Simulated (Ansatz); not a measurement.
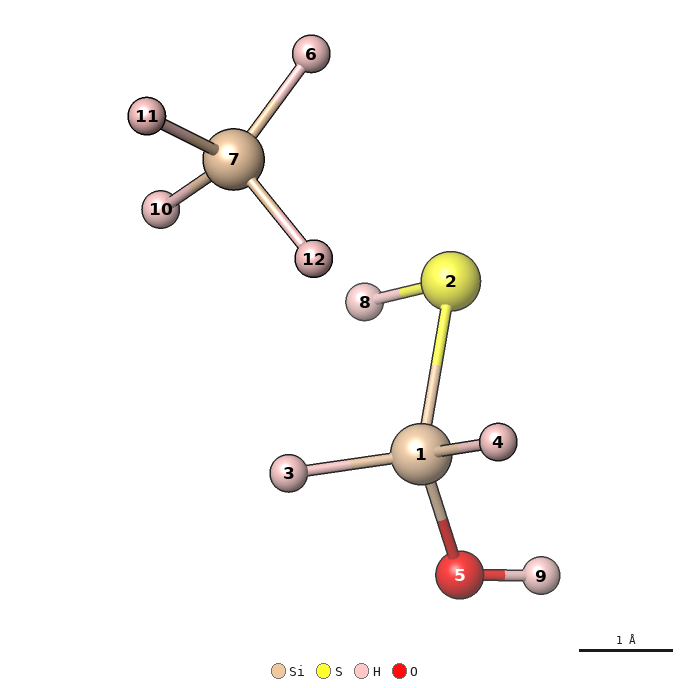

Orthographic view. Atoms fade into the background with distance from the viewer. The computed structure is the end point of a PBE0-D4/def2-TZVP optimisation.

Write the connection table.

Si1: S2, H3, H4, O5
S2: Si1, H8
O5: Si1, H9
Si7: H6, H10, H11, H12
(terminal hydrogens appear only as neighbours)
